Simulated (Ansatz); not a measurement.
**ClGeHO (SMILES [OH][Ge][Cl]): density, localisation and related maps**

```yaml
atoms:
  - { symbol: Cl, position_ang: [2.3496, 0.0853, -0.1746] }
  - { symbol: Ge, position_ang: [0.5863, -0.8642, -1.1798] }
  - { symbol: O, position_ang: [-0.7028, -0.0093, -0.2913] }
  - { symbol: H, position_ang: [-0.3921, 0.6244, 0.3752] }
```

Geometry: B3LYP-D3(BJ)/def2-SVP.

Level of theory: Ansatz 0.2.0, isolated molecule in a Gaussian basis; Kohn-Sham density functional theory, functional PBE0.

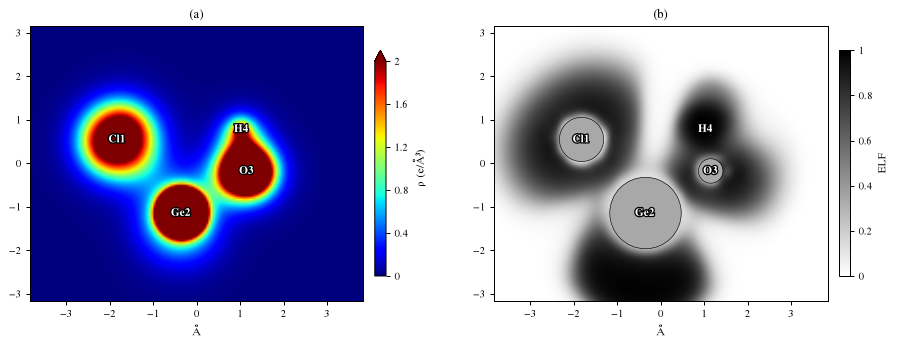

Figure 1. (a) electron density; (b) ELF on the molecular plane. Grey discs cover the atomic cores in the ELF map.

### Read the bonding off the picture.

Atoms in the plane: Cl, Ge, O and H.
Ge–O (1.78 Å): ρ at the midpoint is about 0.98 e/Å³; the ELF peaks at about 0.85 in the valence shell of O, 0.6 Å from its nucleus, and is about 0.30 at the midpoint.
Ge–Cl (2.24 Å): ρ at the midpoint is about 0.66 e/Å³, with its minimum of 0.6 e/Å³ about 1.0 Å from Ge; the ELF peaks at about 0.80 in the valence shell of Cl, 0.8 Å from its nucleus, and is about 0.65 at the midpoint.
O–H (0.97 Å): ρ at the midpoint is about 3.7 e/Å³; the ELF climbs to about 1 towards the hydrogen, as it does in any bond to H: a covalent bond by its length.
The ELF also peaks beside O3 and Cl1, away from the bonds: lone-pair regions.

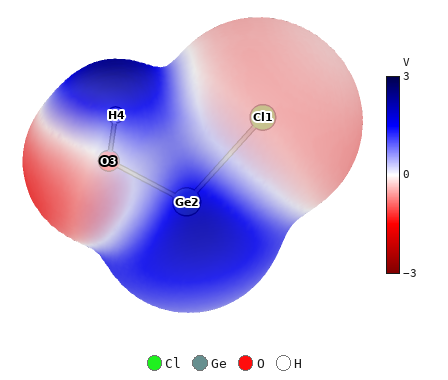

Figure 2. The molecular electrostatic potential painted on the density surface at 0.002 e/bohr³, seen at a tilt; red is negative and blue positive.

### Describe the electrostatic potential map.

The most negative region (about −1.1 V) lies over O3, the most positive (about +2.4 V) over H4. O3 is the likeliest acceptor of a hydrogen bond.

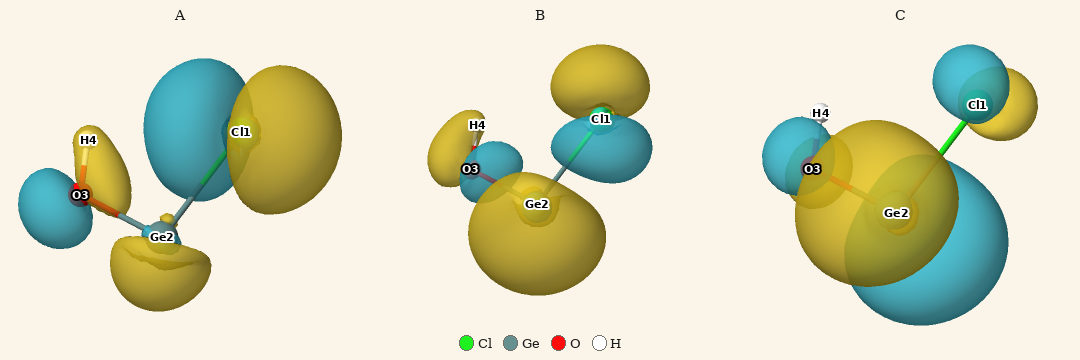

Figure 3. Three frontier orbitals at ±0.1 Å⁻³ᐟ² (yellow and cyan are the two phases), in no order.

### Which picture is the HOMO−1, the HOMO and the LUMO?

A is the HOMO−1 (−9.10 eV). Its weight (Hirshfeld) is mainly on Cl1 (about 75 %), Ge2 (about 10 %) and O3 (about 10 %); it is symmetric in the molecular plane (an in-plane orbital: σ, lone-pair or in-plane π type); largely a lone pair of Cl1. B is the HOMO (−8.21 eV). Its weight (Hirshfeld) is mainly on Ge2 (about 55 %), Cl1 (about 35 %) and O3 (about 10 %); it is symmetric in the molecular plane (an in-plane orbital: σ, lone-pair or in-plane π type). C is the LUMO (−2.50 eV). By Hirshfeld shares it lies mainly on Ge2 (about 80 %), Cl1 (about 10 %) and O3 (about 10 %); it changes sign across the molecular plane (π type).

### What is the HOMO–LUMO gap?

5.71 eV between the orbital energies.
